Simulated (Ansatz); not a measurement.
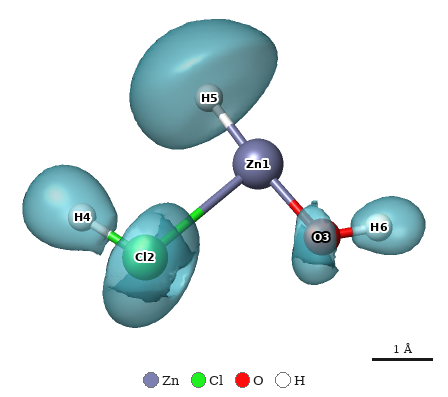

Figure. ClH$_{3}$OZn. Isosurface of the ELF at 0.85 (cyan), seen at a tilt. Only the valence region is drawn (cores and ρ < 0.01 e/Å³ removed).

Theory: RKS LDA/def2-mTZVP in Ansatz 0.2.0.

Input file:

```
crystal:
  periodic: [false, false, false]
  atoms:
    - { symbol: Zn, position_ang: [-0.389273, 0.400099, 0.488735] }
    - { symbol: Cl, position_ang: [1.934436, -0.80418, -1.89359] }
    - { symbol: O, position_ang: [-1.843051, -0.565614, 0.641688] }
    - { symbol: H, position_ang: [1.728437, 0.190685, -1.041745] }
    - { symbol: H, position_ang: [0.867669, 1.248517, 0.305511] }
    - { symbol: H, position_ang: [-2.298217, -0.469506, 1.499502] }
basis:
  gaussian: { orbitals: def2-mTZVP }
hamiltonian:
  xc: lda
relax:
  f_tol: 0.03
  max_steps: 50
output:
  orbitals: {}
```

Command:

```sh
ansatz run input.yaml --threads 2 --pin off --max-ram 3072MiB --backend cpu --events-out ev --progress --plain --runs-dir out
```

The fields are those of the relaxed geometry.

### Where are the electrons localised?

At this value the surface marks out three regions around hydrogen nuclei, one lobe on O, pointing away from the bonds (lone pairs, which may merge into one lobe) and one region wrapped around Cl (its valence shell). Profiles from the grid: Zn–O (1.77 Å): the ELF peaks at about 0.85 in the valence shell of O, 0.6 Å from its nucleus, and is about 0.20 at the midpoint. Zn–Cl (2.67 Å): the ELF peaks at about 0.90 in the valence shell of Cl, 0.8 Å from its nucleus, and drops to about 0.10 between the two atoms.
